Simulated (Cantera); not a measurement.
Charge: 1 mol MgO, 4.7 mol CO, held at 1375 °C.

Cantera equilibrium calculation (NASA polynomials, part measured and part estimated; ideal gas, pure solids and liquids). Candidate condensed phases: C, Mg, MgCO3, MgO; 15 gas species. The numbers say what is thermodynamically allowed, not how fast it happens.

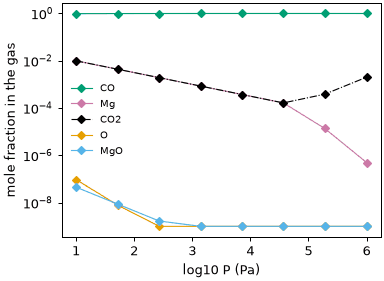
Fig. 1. Equilibrium gas composition (values under 1e-9 drawn at 1e-9)

From 0.0750 Torr to 278 Torr the condensed part is MgO(s). From 1430 Torr to 7500 Torr the condensed part is C(graphite) + MgO(s). The main Mg-bearing gas is Mg throughout.
